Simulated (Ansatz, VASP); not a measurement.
## PtSe2 in two plane-wave programs

Aim: how closely do two programs agree when they are given the same cell, functional and k mesh? The start cell is built, not measured: As first built, before any earlier steps moved the atoms: it takes the PtS2 structure with some of its atoms replaced by other elements, volume scaled by an estimate. The cell comes out of the VASP series on this material, whose earlier steps may have relaxed, scaled or displaced it; both programs get it as it stands.

Calculated with Ansatz 0.2.0; plane waves, with VASP 6.6.1 beside it; band structure at HSE06.

**1. The structure**

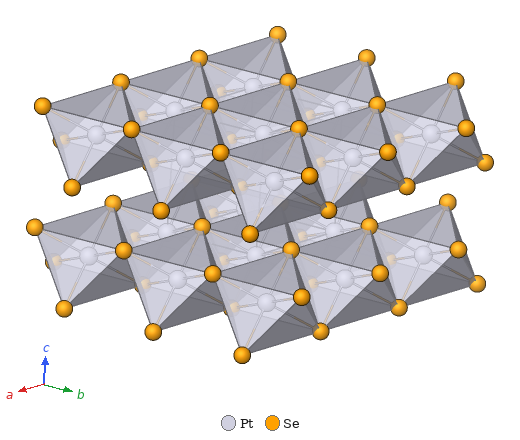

Start, viewed from a free direction; platinum light grey, selenium orange. 2×2×1 cells are drawn. Some periodic images of atoms are drawn too.

As a file:

```
Pt Se
1.0
     3.78460    0.00000    0.00000
    -1.89230    3.27756    0.00000
     0.00000    0.00000    5.38402
Pt Se
1 2
Direct
  0.00000 0.00000 0.00000
  0.33333 0.66667 0.23898
  0.66667 0.33333 0.76102
```

**2. VASP: band structure, HSE06**

Levels along a path test the potential and the projectors away from the mesh points.

Lines of VASP's logs that name or quote its potential files are left out, and so is its time.

INCAR reads:

```
SYSTEM = PtSe2
PREC = Accurate
ENCUT = 400
EDIFF = 1E-06
NELM = 100
ISMEAR = 0
SIGMA = 0.02
LREAL = .FALSE.
ALGO = Normal
LHFCALC = .TRUE.
AEXX = 0.25
GGA = PE
HFSCREEN = 0.2
LASPH = .TRUE.
NBANDS = 17
PRECFOCK = Fast
LORBIT = 11
LWAVE = .FALSE.
LCHARG = .FALSE.
KPAR = 4
```

POSCAR reads:

```
PtSe2
1.0
    3.7845975877      0.0000000000      0.0000000000
   -1.8922987938      3.2775575000      0.0000000000
    0.0000000000      0.0000000000      5.3840240956
Pt Se
1 2
Direct
    0.0000000000      0.0000000000      0.0000000000
    0.3333333300      0.6666666700      0.2389777842
    0.6666666700      0.3333333300      0.7610222158
```

KPOINTS reads:

```
Automatic mesh
0
Gamma
4 4 3
0 0 0
```

KPOINTS_OPT reads:

```
Line mode
6
Line-mode
Reciprocal
  0.00000000   0.00000000   0.00000000 GAMMA
  0.50000000   0.00000000   0.00000000 M

  0.50000000   0.00000000   0.00000000 M
  0.33333333   0.33333333   0.00000000 K

  0.33333333   0.33333333   0.00000000 K
  0.00000000   0.00000000   0.00000000 GAMMA

  0.00000000   0.00000000   0.00000000 GAMMA
  0.00000000   0.00000000   0.50000000 A

  0.00000000   0.00000000   0.50000000 A
  0.50000000   0.00000000   0.50000000 L

  0.50000000   0.00000000   0.50000000 L
  0.33333333   0.33333333   0.50000000 H

  0.33333333   0.33333333   0.50000000 H
  0.00000000   0.00000000   0.50000000 A

  0.50000000   0.00000000   0.50000000 L
  0.50000000   0.00000000   0.00000000 M

  0.33333333   0.33333333   0.00000000 K
  0.33333333   0.33333333   0.50000000 H
```

PAW data sets: Pt and Se (PBE family, release 64).

Launch:

```bash
$ mpirun -np 4 vasp_std
```

Numbers of over 12 decimals in the logs are rounded to 6 here.

Output:

```text
[banner, memory and clock lines left out]
running    4 mpi-ranks, on    1 nodes
 distrk:  each k-point on    1 cores,    4 groups
 distr:  one band on    1 cores,    1 groups

 POSCAR found type information on POSCAR PtSe
 POSCAR found :  2 types and       3 ions
 LDA part: xc-table for (Slater+PW92), standard interpolation
 found WAVECAR, reading the header
 POSCAR, INCAR and KPOINTS ok, starting setup
 FFT: planning ... GRIDC
 FFT: planning ... GRID_SOFT
 FFT: planning ... GRID
 reading WAVECAR
 the WAVECAR file was read successfully
 initial charge from wavefunction
 entering main loop
       N       E                     dE             d eps       ncg     rms          rms(c)
DAV:   1    -0.172471311945E+02   -0.17247E+02   -0.78580E-01   323   0.717E+00    0.191E+00
DAV:   2    -0.172652836601E+02   -0.18152E-01   -0.44808E-02   362   0.141E+00    0.125E+00
DAV:   3    -0.172644329954E+02    0.85066E-03   -0.27987E-03   356   0.400E-01    0.740E-01
DAV:   4    -0.172639627884E+02    0.47021E-03   -0.86472E-04   374   0.229E-01    0.414E-01
DAV:   5    -0.172638374408E+02    0.12535E-03   -0.14916E-04   354   0.849E-02    0.235E-01
DAV:   6    -0.172638028192E+02    0.34622E-04   -0.41246E-05   348   0.472E-02    0.133E-01
DAV:   7    -0.172637951350E+02    0.76842E-05   -0.95528E-06   370   0.223E-02    0.760E-02
DAV:   8    -0.172637940272E+02    0.11078E-05   -0.29944E-06   320   0.121E-02    0.438E-02
DAV:   9    -0.172637944569E+02   -0.42969E-06   -0.82387E-07   214   0.694E-03
   1 F= -.17263794E+02 E0= -.17263794E+02  d E =-.111541E-12
 Start KPOINTS_OPT (optional k-point list driver)
k-point batch [1-9\54]
       N       E                     dE             ncg
DAV:   1     0.854241743813E+03   -0.30420E+04      322
DAV:   2    -0.203382639320E+03   -0.10576E+04      389
DAV:   3    -0.281046908989E+03   -0.77664E+02      347
DAV:   4    -0.282179842599E+03   -0.11329E+01      356
DAV:   5    -0.282191749462E+03   -0.11907E-01      371
DAV:   6    -0.282191892975E+03   -0.14351E-03      354
DAV:   7    -0.282191895885E+03   -0.29105E-05      364
DAV:   8    -0.282191895954E+03   -0.69288E-07      293
[...]
k-point batch [46-54\54]
       N       E                     dE             ncg
DAV:   1     0.738849677303E+03   -0.53712E+04      322
DAV:   2    -0.253283188680E+03   -0.99213E+03      350
DAV:   3    -0.318298663507E+03   -0.65015E+02      357
DAV:   4    -0.319384130370E+03   -0.10855E+01      390
DAV:   5    -0.319393806747E+03   -0.96764E-02      371
DAV:   6    -0.319393926864E+03   -0.12012E-03      378
DAV:   7    -0.319393929549E+03   -0.26847E-05      371
DAV:   8    -0.319393929616E+03   -0.67805E-07      307
```

Parts of OUTCAR (step 2):

```text
ion  position               nearest neighbor table
   1  0.000  0.000  0.000-   2 2.54   3 2.54   3 2.54   2 2.54   3 2.54   2 2.54
   2  0.333  0.667  0.239-   1 2.54   1 2.54   1 2.54
   3  0.667  0.333  0.761-   1 2.54   1 2.54   1 2.54

  LATTYP: Found a hexagonal cell.
 ALAT       =     3.7845975877
 C/A-ratio  =     1.4226146825

 Subroutine GETGRP returns: Found 12 space group operations
 (whereof 12 operations were pure point group operations)

The static configuration has the point symmetry D_3d.

 Found      9 irreducible k-points:

   k-points           NKPTS =      9   k-points in BZ     NKDIM =     48   number of bands    NBANDS=     17

   dimension x,y,z NGX =    28 NGY =   28 NGZ =   36
   dimension x,y,z NGXF=    56 NGYF=   56 NGZF=   72

   ENCUT  =  400.0 eV  29.40 Ry    5.42 a.u.   6.17  6.17  8.78*2*pi/ulx,y,z

   NELECT =      22.0000    total number of electrons

 k-points in reciprocal lattice and weights: Automatic mesh
   0.00000000  0.00000000  0.00000000       0.021
   0.25000000  0.00000000  0.00000000       0.125
   0.50000000  0.00000000  0.00000000       0.062
   0.25000000  0.25000000  0.00000000       0.125
   0.00000000  0.00000000  0.33333333       0.042
   0.25000000  0.00000000  0.33333333       0.125
   0.00000000  0.25000000  0.33333333       0.125
   0.50000000  0.00000000  0.33333333       0.125
   0.25000000  0.25000000  0.33333333       0.250

  exchange ACFDT corr.  =         0.00000000  see jH, gK, PRB 81, 115126

 average (electrostatic) potential at core
       1 -64.7631       2 -50.1896       3 -50.1896

 E-fermi :   5.2902

 k-point     1 :       0.0000    0.0000    0.0000
  band No.  band energies     occupation
    ...
      7       0.3188      2.00000
      8       1.8702      2.00000
      9       3.8709      2.00000
     10       3.8709      2.00000
     11       5.1638      2.00000
     12       7.0398      0.00000
     13       7.0398      0.00000
     14       9.6148      0.00000
     15       9.6790      0.00000
     16      13.1817      0.00000
    ...

 k-point     2 :       0.2500    0.0000    0.0000
  band No.  band energies     occupation
    ...
      7       0.0693      2.00000
      8       1.0773      2.00000
      9       2.5053      2.00000
     10       3.0731      2.00000
     11       3.7837      2.00000
     12       6.5248      0.00000
     13       7.2117      0.00000
     14      10.5401      0.00000
     15      12.0860      0.00000
     16      13.4868      0.00000
    ...

 k-point     3 :       0.5000    0.0000    0.0000
  band No.  band energies     occupation
    ...
      7       0.7285      2.00000
      8       0.8802      2.00000
      9       1.4586      2.00000
     10       1.4898      2.00000
     11       1.6242      2.00000
     12       6.2678      0.00000
     13       7.6503      0.00000
     14      10.2217      0.00000
     15      11.4576      0.00000
     16      12.9405      0.00000
    ...

  energy-cutoff  :      400.00
  volume of cell :       66.78
      direct lattice vectors                 reciprocal lattice vectors
     3.784597588  0.000000000  0.000000000     0.264228885  0.152552625  0.000000000
    -1.892298794  3.277557500  0.000000000     0.000000000  0.305105250  0.000000000
     0.000000000  0.000000000  5.384024096     0.000000000  0.000000000  0.185734681

 POSITION                                       TOTAL-FORCE (eV/Angst)
 -----------------------------------------------------------------------------------
      0.00000      0.00000      0.00000         0.000000      0.000000      0.000000
     -0.00000      2.18504      1.28666        -0.000000      0.000000     -0.470654
      1.89230      1.09252      4.09736         0.000000      0.000000      0.470654
 -----------------------------------------------------------------------------------
    total drift:                               -0.000001     -0.000004     -0.000000

  FREE ENERGIE OF THE ION-ELECTRON SYSTEM (eV)
  ---------------------------------------------------
  free  energy   TOTEN  =       -17.2637944569 eV

  energy  without entropy=      -17.2637944569  energy(sigma->0) =      -17.26379446

 total charge
# of ion       s       p       d       tot
------------------------------------------
    1        0.697   0.681   8.000   9.379
    2        1.493   2.259   0.057   3.808
    3        1.493   2.259   0.057   3.808
--------------------------------------------------
tot          3.683   5.199   8.114  16.996

[... 3 further parts left out ...]
```

(Continued in part 2 of 2.)

[Lines on the potential files, build, host, timing and source positions are cut from VASP's logs without a mark.]

[Logs are printed without paths, hosts, clocks, repeated set-up lines and the standing remarks that a program may print on its own settings, such as how far it seeks lower states.]

[Hosts, paths, dates, database ids (printed as entryN), source tags and the programs' standing remarks are cut or masked in the printed files.]
